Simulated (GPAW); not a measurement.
**C2H2OS (SMILES SC1=CO1): levels of theory compared**

Wanted: a comparison of 3 runs (PBE/real-space grid, BLYP-D4/dzp, PBE/dzp) of C2H2OS. Input form: an ASE script.

Program for the calculation: GPAW 26.7.0.

2 further runs of the same task are left out: 1 that didn't finish, 1 set aside as unsound or not needed. Runs told in other sessions of the task aren't counted.

**1. The molecule**

The species is C2H2OS (6 atoms), meant as a singlet with charge 0. As SMILES, `SC1=CO1`. Geometry: relaxed at GFN2-xTB. This is one conformer, not always the lowest.

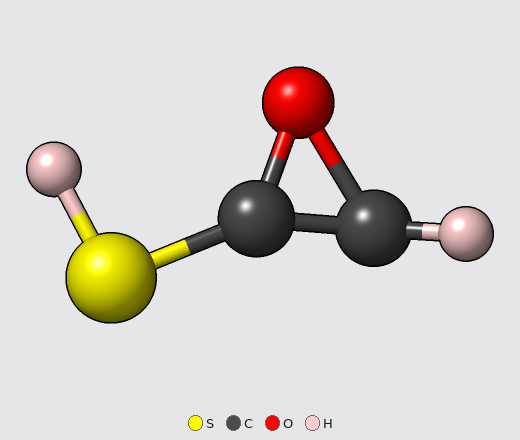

Viewed from a chosen angle; sulfur yellow, carbon dark grey, oxygen red, hydrogen pink.

**2. Energy and one-electron properties at PBE/real-space grid (scalar-relativistic datasets) (run 1)**

Input file c2h2os.xyz:

```xyz
6

S     -1.064230     0.879460    -1.151910
C     -0.155720    -0.031830    -0.046100
C      0.265560    -1.156360     0.453170
O      1.017340     0.219270     0.601240
H     -0.256990     1.942150    -1.101420
H      0.194050    -1.852680     1.245020
```

Input file calc.py:

```python
import numpy as np
from ase.io import read
from ase.units import Debye
from gpaw import GPAW

# Structure
atoms = read('c2h2os.xyz')
atoms.center(vacuum=4.5)

# Calculator
calc = GPAW(mode='fd', h=0.18, xc='PBE', maxiter=150, txt='-')
atoms.calc = calc

energy = atoms.get_potential_energy()
print(f'Energy                  {energy:.5f} eV')
forces = atoms.get_forces()
print('Forces (eV/Ang)')
for symbol, f in zip(atoms.symbols, forces):
    print(f'{symbol:2} {f[0]:9.4f} {f[1]:9.4f} {f[2]:9.4f}')
dipole = atoms.get_dipole_moment() / Debye
print(f'Dipole = {np.linalg.norm(dipole):.3f} D')
homo, lumo = calc.get_homo_lumo()
print(f'HOMO = {homo:.3f} eV')
print(f'LUMO = {lumo:.3f} eV')
print(f'Gap = {lumo - homo:.3f} eV')
```

Command:

```
$ OMP_NUM_THREADS=1 python calc.py
```

The program printed:

```text
[...]
Number of symmetries: 1
[...]
  Number of IBZ points: 1
[...]
Spin-components: 1 (collinear spins)
Bands:           18
[...]
  Valence electrons: 22.0
[...]
  Grid points: [60 72 64]
  Charge: 0.0  # |e|
[...]
    cutoffs:
[...]
occupation numbers:
  # Zero width
[...]
xc functional:
  name: PBE with 2 nearest neighbor stencil
[...]
|iter     |     time |      energy | eigst |  dens |
[...]
|iter:   1| 00:00:07 |  -34.391110 | +1.17 |       |
[...]
|iter:  15| 00:00:48 |  -31.899495c| -7.42c| -5.72c|
Converged in 15 steps
[...]
Energy contributions relative to reference atoms: (reference = -14978.708754)
Energy contributions:
  Kinetic:          38.692065
  Coulomb:         -39.759393
  Zero:              0.788067
  External:          0.000000
  Xc:              -31.620234
  Entropy:           0.000000
  Spinorbit:         0.000000
  ----------------------------
  Free energy:     -31.899495
  Extrapolated:    -31.899495
dipole moment: (-0.325839, 0.134147, -0.131152)  # |e|*Ang
Fermi level: -3.238
Eigenvalues  # (at kpt = [0.000, 0.000, 0.000])
| band index |      eig [eV] | occ [0-2] |
|------------|---------------|-----------|
|          0 |       -27.170 |     2.000 |
|        ... |               |           |
|          3 |       -14.231 |     2.000 |
|          4 |       -12.690 |     2.000 |
|          5 |       -11.272 |     2.000 |
|          6 |       -10.526 |     2.000 |
|          7 |        -9.297 |     2.000 |
|          8 |        -8.662 |     2.000 |
|          9 |        -7.404 |     2.000 |
|         10 |        -4.544 |     2.000 |
|         11 |        -1.933 |     0.000 |
|         12 |        -1.455 |     0.000 |
[...]
Gap: 2.611 eV
Transition (v -> c):
[...]
Forces (eV/Ang)
S    -0.7520   -0.1163   -0.0671
C     0.0854   -0.0780   -0.5390
C    -0.3387   -0.8425   -0.5103
O     0.8843    1.3090    0.3555
H     0.3655    0.3913    0.0374
H    -0.2542   -0.5692    0.6753
Dipole = 1.806 D
HOMO = -4.544 eV
LUMO = -1.933 eV
Gap = 2.611 eV
```

Wall time 48 s (1 thread of Intel Xeon Platinum 8259CL at 2.50GHz (Skylake/Cascade Lake), shared host); peak memory 0.78 GiB.

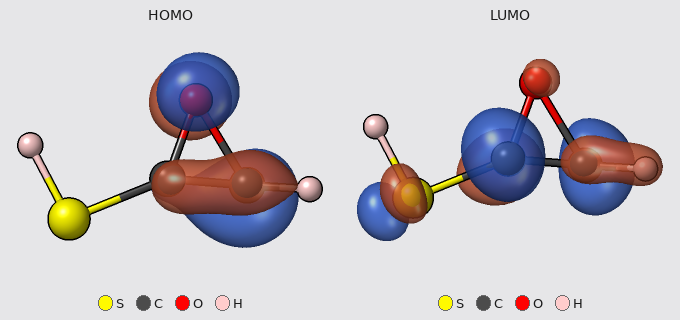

Frontier orbitals of this run, surfaces at ±0.2 Å^-3/2.

**3. The charge distribution at BLYP-D4/dzp (scalar-relativistic datasets) (run 2)**

Input file run_sp.py:

```python
import numpy as np
from ase import Atoms
from ase.calculators.mixing import SumCalculator
from ase.units import Debye
from dftd4.ase import DFTD4
from gpaw import GPAW, setup_paths
from gpaw.analyse.hirshfeld import HirshfeldPartitioning
from gpaw.atom.configurations import parameters
from gpaw.atom.generator import Generator

# Set up the molecule
mol = Atoms(['S', 'C', 'C', 'O', 'H', 'H'],
    positions=[[ -1.064230,   0.879460,  -1.151910],
               [ -0.155720,  -0.031830,  -0.046100],
               [  0.265560,  -1.156360,   0.453170],
               [  1.017340,   0.219270,   0.601240],
               [ -0.256990,   1.942150,  -1.101420],
               [  0.194050,  -1.852680,   1.245020]])
mol.center(vacuum=5.0)

# No datasets are shipped for this functional: make them
for symbol in ['C', 'H', 'O', 'S']:
    Generator(symbol, xcname='BLYP', scalarrel=True, nofiles=True, txt=None).run(**parameters[symbol])
setup_paths.insert(0, '.')

# Ground state
calc = GPAW(mode='lcao',
            basis='dzp',
            h=0.2,
            xc='BLYP',
            maxiter=120,
            poissonsolver={'name': 'MomentCorrectionPoissonSolver', 'poissonsolver': 'fast', 'moment_corrections': 4},
            legacy_gpaw=True,
            txt='-')
mol.calc = SumCalculator([DFTD4(method='BLYP'), calc])

energy = mol.get_potential_energy()
print(f'Energy                  {energy:.5f} eV')
forces = mol.get_forces()
print('Forces (eV/Ang)')
for symbol, f in zip(mol.symbols, forces):
    print(f'{symbol:2} {f[0]:9.4f} {f[1]:9.4f} {f[2]:9.4f}')
dipole = calc.get_dipole_moment(mol) / Debye
print(f'Dipole = {np.linalg.norm(dipole):.3f} D')
homo, lumo = calc.get_homo_lumo()
print(f'HOMO                    {homo:.3f} eV')
print(f'LUMO                    {lumo:.3f} eV')
print(f'Gap                     {lumo - homo:.3f} eV')
hirshfeld = HirshfeldPartitioning(calc)
charges = hirshfeld.get_charges()
volumes = hirshfeld.get_effective_volume_ratios()
for symbol, q, v in zip(mol.symbols, charges, volumes):
    print(f'{symbol:2} charge {q:7.3f}  volume ratio {v:6.3f}')
```

Command:

```
$ OMP_NUM_THREADS=1 python run_sp.py
```

The program printed:

```text
[...]
    cutoffs:
[...]
  Total Charge: 0.000000
[...]
Number of atoms: 6
[...]
Number of bands in calculation: 18
Number of valence electrons: 22
[...]
iter:   1 hh:mm:ss   -28.824224        c
[...]
iter:  10 hh:mm:ss   -27.346552c       c -4.20c
Converged after 10 iterations.
Dipole moment: (-0.335024, 0.159195, -0.159045) |e|*Ang
Energy contributions relative to reference atoms: (reference = -14988.972417)
Kinetic:        +30.424924
Potential:      -28.333700
External:        +0.000000
XC:             -29.999594
Entropy (-ST):   +0.000000
Local:           +0.561817
SIC:             +0.000000
--------------------------
Free energy:    -27.346552
Extrapolated:   -27.346552
 Band  Eigenvalues  Occupancy
    0    -26.53377    2.00000
    1    -20.08086    2.00000
    2    -16.56504    2.00000
    3    -13.74928    2.00000
    4    -12.19249    2.00000
    5    -10.71088    2.00000
    6     -9.88074    2.00000
    7     -8.72426    2.00000
    8     -8.00152    2.00000
    9     -6.83479    2.00000
   10     -3.85667    2.00000
   11     -1.21026    0.00000
   12     -0.61533    0.00000
   13      0.64429    0.00000
[...]
Fermi level: -2.53347
Gap: 2.646 eV
Transition (v -> c):
[...]
Forces (eV/Ang)
S    -1.4049   -0.2201   -0.5793
C    -0.7197    0.5358   -0.8446
C    -0.1302   -2.3893   -0.7587
O     2.0074    2.1954    0.8659
H     0.6739    0.7741    0.0646
H    -0.4013   -0.9312    1.2178
Dipole = 1.938 D
HOMO                    -3.857 eV
LUMO                    -1.210 eV
Gap                     2.646 eV
S  charge   0.102  volume ratio  0.939
C  charge   0.040  volume ratio  0.941
C  charge  -0.081  volume ratio  0.937
O  charge  -0.187  volume ratio  1.025
H  charge   0.065  volume ratio  0.724
H  charge   0.061  volume ratio  0.706
```

It took 29 s on 1 thread of Intel Xeon Platinum 8259CL at 2.50GHz (Skylake/Cascade Lake), shared host; peak memory 0.72 GiB.

Atomic charges (e):

| atom | Hirshfeld |
| --- | --- |
| S1 | +0.102 |
| C2 | +0.040 |
| C3 | -0.081 |
| O4 | -0.187 |
| H5 | +0.065 |
| H6 | +0.061 |

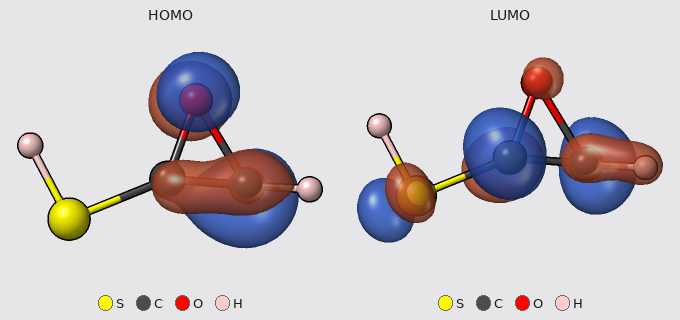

Frontier orbitals of this run, surfaces at ±0.2 Å^-3/2.

**4. Energy and one-electron properties at PBE/dzp (scalar-relativistic datasets) (run 3)**

Input file calc.py:

```python
import numpy as np
from ase import Atoms
from ase.units import Debye
from gpaw import GPAW

# Atomic positions
atoms = Atoms(['S', 'C', 'C', 'O', 'H', 'H'],
    positions=[[ -1.064230,   0.879460,  -1.151910],
               [ -0.155720,  -0.031830,  -0.046100],
               [  0.265560,  -1.156360,   0.453170],
               [  1.017340,   0.219270,   0.601240],
               [ -0.256990,   1.942150,  -1.101420],
               [  0.194050,  -1.852680,   1.245020]])
atoms.center(vacuum=4.5)

# DFT calculator
calculator = GPAW(mode='lcao', basis='dzp', h=0.18, xc='PBE', maxiter=150, txt='-')
atoms.calc = calculator

energy = atoms.get_potential_energy()
print(f'Energy: {energy:.5f} eV')
forces = atoms.get_forces()
print('Forces (eV/Ang)')
for symbol, f in zip(atoms.symbols, forces):
    print(f'{symbol:2} {f[0]:9.4f} {f[1]:9.4f} {f[2]:9.4f}')
dipole = atoms.get_dipole_moment() / Debye
print(f'Dipole: {np.linalg.norm(dipole):.3f} D')
homo, lumo = calculator.get_homo_lumo()
print(f'HOMO: {homo:.3f} eV')
print(f'LUMO                    {lumo:.3f} eV')
print(f'Gap                     {lumo - homo:.3f} eV')
```

Command:

```
$ OMP_NUM_THREADS=1 python calc.py
```

The program printed:

```text
[...]
Number of symmetries: 1
[...]
  Number of IBZ points: 1
[...]
basis functions: 62
Spin-components: 1 (collinear spins)
Bands:           18
[...]
  Valence electrons: 22.0
[...]
  Grid points: [60 72 64]
  Charge: 0.0  # |e|
[...]
    cutoffs:
[...]
occupation numbers:
  # Zero width
[...]
xc functional:
  name: PBE with 2 nearest neighbor stencil
[...]
|iter     |     time |      energy | eigst |  dens |
[...]
|iter:   1| 00:00:10 |  -31.111884 |      c|       |
[...]
|iter:  10| 00:00:21 |  -29.661142c|      c| -4.38c|
Converged in 10 steps
[...]
Energy contributions relative to reference atoms: (reference = -14978.708754)
Energy contributions:
  Kinetic:          34.896577
  Coulomb:         -32.760870
  Zero:              0.321143
  External:          0.000000
  Xc:              -32.117992
  Entropy:           0.000000
  Spinorbit:         0.000000
  ----------------------------
  Free energy:     -29.661142
  Extrapolated:    -29.661142
dipole moment: (-0.325797, 0.168623, -0.156042)  # |e|*Ang
Fermi level: -2.663
Eigenvalues  # (at kpt = [0.000, 0.000, 0.000])
| band index |      eig [eV] | occ [0-2] |
|------------|---------------|-----------|
|          0 |       -26.841 |     2.000 |
|        ... |               |           |
|          3 |       -13.924 |     2.000 |
|          4 |       -12.352 |     2.000 |
|          5 |       -10.904 |     2.000 |
|          6 |       -10.101 |     2.000 |
|          7 |        -8.887 |     2.000 |
|          8 |        -8.223 |     2.000 |
|          9 |        -7.006 |     2.000 |
|         10 |        -3.991 |     2.000 |
|         11 |        -1.334 |     0.000 |
|         12 |        -0.697 |     0.000 |
[...]
Gap: 2.657 eV
Transition (v -> c):
[...]
Forces (eV/Ang)
S    -1.3067   -0.2775   -0.4056
C    -0.5956    0.7401   -0.8965
C     0.0175   -1.9346   -0.7559
O     1.6055    1.8133    0.7022
H     0.6635    0.7292    0.0775
H    -0.3779   -0.9988    1.2750
Dipole: 1.915 D
HOMO: -3.991 eV
LUMO                    -1.334 eV
Gap                     2.657 eV
```

Wall time 22 s (1 thread of Intel Xeon Platinum 8259CL at 2.50GHz (Skylake/Cascade Lake), shared host); peak memory 0.68 GiB.

**5. The series**

| run | level | mode | grid spacing | energy (Eh) | dipole moment (D) | HOMO energy (eV) | LUMO energy (eV) | wall time |
| --- | --- | --- | --- | --- | --- | --- | --- | --- |
| 1 | PBE/real-space grid (scalar-relativistic datasets) | fd | 0.18 | -551.629679 | 1.81 | -4.54 | -1.93 | 48 s |
| 2 | BLYP-D4/dzp (scalar-relativistic datasets) | lcao | 0.2 | -551.849073 | 1.94 | -3.86 | -1.21 | 29 s |
| 3 | PBE/dzp (scalar-relativistic datasets) | lcao | 0.18 | -551.547421 | 1.91 | -3.99 | -1.33 | 22 s |

**6. Outcome**

```
                                                     quantity        value
run 3: energy as printed (from the program's reference atoms)  -29.6611 eV
                                         run 3: dipole moment       1.91 D
                                           run 3: HOMO energy     -3.99 eV
                                           run 3: LUMO energy     -1.33 eV
                                         run 3: HOMO–LUMO gap      2.66 eV
                              run 3: largest force on an atom   2.522 eV/Å
```

In words: The dipole moment (its size) runs from 1.81 D (PBE/real-space grid) to 1.94 D (BLYP-D4/dzp). The two ends differ in method and basis. The HOMO–LUMO gap runs from 2.61 eV (PBE/real-space grid) to 2.66 eV (PBE/dzp). Totals of different functionals can't be ranked against each other. All runs together took 100 s, the longest 48 s.
